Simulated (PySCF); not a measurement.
```csv
atom,x (Å),y (Å),z (Å)
C,2.3271,-1.3337,0.2173
C,1.8235,-0.0990,0.1299
C,0.4288,0.1723,-0.1059
Si,-0.2114,1.4856,1.2702
C,-0.4170,-0.3073,-0.9867
Si,-2.3554,-0.3343,-0.9712
H,3.3878,-1.4910,0.3239
H,1.7068,-2.2140,0.1765
H,2.4643,0.7630,0.2596
H,-0.6658,0.5641,2.3109
H,0.9699,2.2675,1.6202
H,-1.2573,2.2381,0.5853
H,-0.0536,-0.7310,-1.9158
H,-2.7411,-0.3321,0.4402
H,-2.7297,-1.5455,-1.6894
H,-2.6846,0.9064,-1.6765
```

Geometry: GFN2-xTB.

Level of theory: UKS B3LYP, pcH-1 on C H Si, non-relativistic, mean-field spin-orbit, GIAO (PySCF).

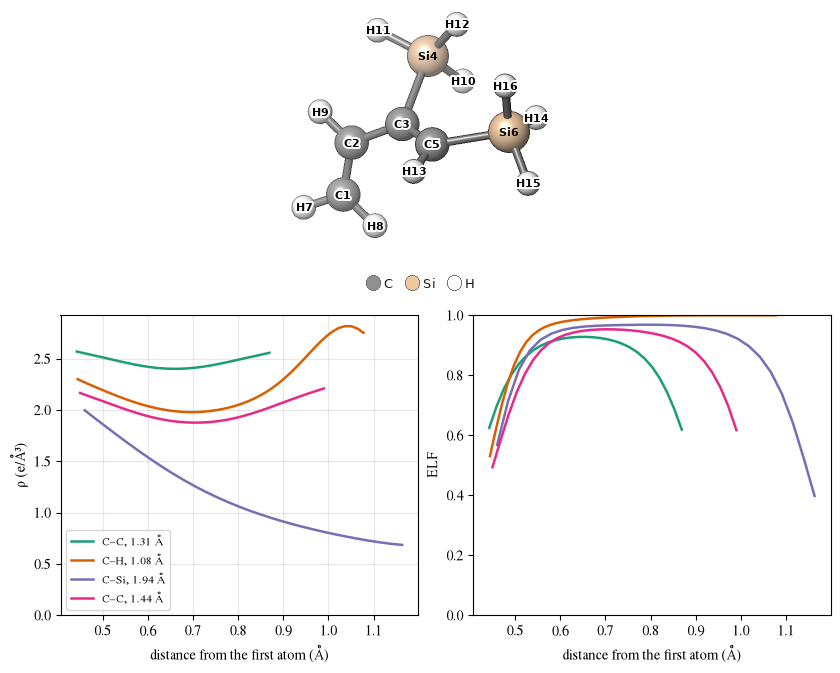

C$_{4}$H$_{10}$Si$_{2}$ (SMILES [CH2+][CH]/C([SiH3])=C/[SiH3]) (charge +1, doublet). Electron density and ELF along straight lines between neighbouring atoms. The curves leave out the atomic cores. The structure is drawn too.

**Compare the contacts.**

C–C (1.31 Å): ρ is about 2.4 e/Å³ halfway; the ELF peaks at about 0.95 between the atoms: a short, multiple covalent bond.
C–H (1.08 Å): ρ at the midpoint is about 2.1 e/Å³; the ELF climbs to about 1 towards the hydrogen, as it does in any bond to H: a covalent bond by its length.
C–Si (1.94 Å): the density is about 0.83 e/Å³ at the midpoint; the ELF peaks at about 0.95 between the atoms, as expected for a covalent bond.
C–C (1.44 Å): the density is about 1.9 e/Å³ at the midpoint; the ELF peaks at about 0.95 between the atoms (localised, covalent bonding).
